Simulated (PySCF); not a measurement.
SMILES [SiH3][Zn][SiH3] at its PBE0/def2-SVP optimised geometry (Å):

```
9

Zn    -0.2138    -0.1253     0.0000
Si     0.6910    -2.3446     0.0000
H      0.2612    -3.1310     1.2037
H      2.1916    -2.3446     0.0000
H      0.2611    -3.1316    -1.2033
Si    -1.1183     2.0942    -0.0004
H     -0.0727     3.1316    -0.2876
H     -1.7317     2.4563     1.3205
H     -2.1916     2.2680    -1.0347
```

Calculation: PBE0/def2-TZVP run with PySCF. Cells within 0.4 Å of a nucleus heavier than hydrogen are left out (blank, or x).

Map of the electron localisation function on the plane z = 0.0 Å:

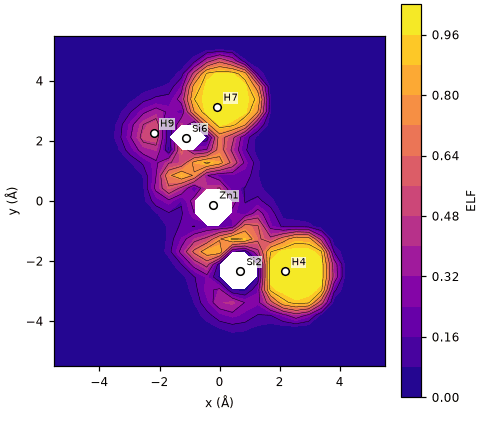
Electron localisation function on the plane z = 0.0 Å.
